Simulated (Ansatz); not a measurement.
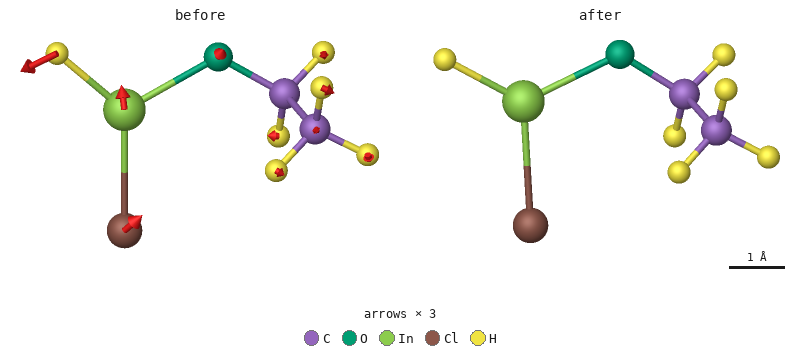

The structure of C2H6ClInO before (left) and after (right) a relaxation, at one scale. The red arrows give the displacements, magnified 3 times.

Style: ball-and-stick. Shown face on.

The start comes from GFN2-xTB.

Computed with Ansatz, RKS PBE0-D4/def2-TZVP.

The input:
```yaml
crystal:
  periodic: [false, false, false]
  atoms:
    - {symbol: C, position_ang: [-0.810830, 0.903910, 0.823640]}
    - {symbol: C, position_ang: [-0.907840, -0.449100, 0.126680]}
    - {symbol: O, position_ang: [0.283470, -1.177070, 0.218230]}
    - {symbol: In, position_ang: [1.888470, -0.724210, -0.852440]}
    - {symbol: Cl, position_ang: [1.501830, 0.653340, -2.651210]}
    - {symbol: H, position_ang: [-0.525970, 0.765130, 1.864460]}
    - {symbol: H, position_ang: [-1.764980, 1.423910, 0.777550]}
    - {symbol: H, position_ang: [-0.043500, 1.510410, 0.328930]}
    - {symbol: H, position_ang: [-1.685590, -1.059540, 0.605190]}
    - {symbol: H, position_ang: [-1.205030, -0.293520, -0.924890]}
    - {symbol: H, position_ang: [3.269990, -1.553260, -0.316140]}
basis:
  gaussian: {orbitals: def2-TZVP}
hamiltonian: {xc: pbe0, dispersion: d4}
relax: {f_tol: 0.005, max_steps: 150}
```

Command:
```bash
ansatz run in.yaml --threads 4 --pin off --events-out ev --progress --plain --max-ram 10444MiB
```

Summarise the run.

After 8 accepted moves (10 points after the start) the energy has fallen by 1.44 kcal/mol. The largest force component goes from 0.5 to 0.0049 eV/Å. The line search rejected the trial steps at points 4, 7 of the run. H11 moves most after the best rigid fit: 0.28 Å. Largest moves by element: H 0.28 Å, Cl 0.17 Å, In 0.15 Å, O 0.10 Å, C 0.04 Å. Some distances before and after: In4–Cl5 2.298 → 2.334 Å, O3–In4 1.982 → 1.965 Å, C1–C2 1.525 → 1.513 Å, C2–O3 1.399 → 1.410 Å. Among the angles between lasting bonds that change: O3–In4–H11 112.1° → 126.1°, Cl5–In4–H11 132.6° → 123.5°, O3–In4–Cl5 115.1° → 110.4°. The run took 30 s on 4 threads of Intel Xeon 6975P-C (shared host).
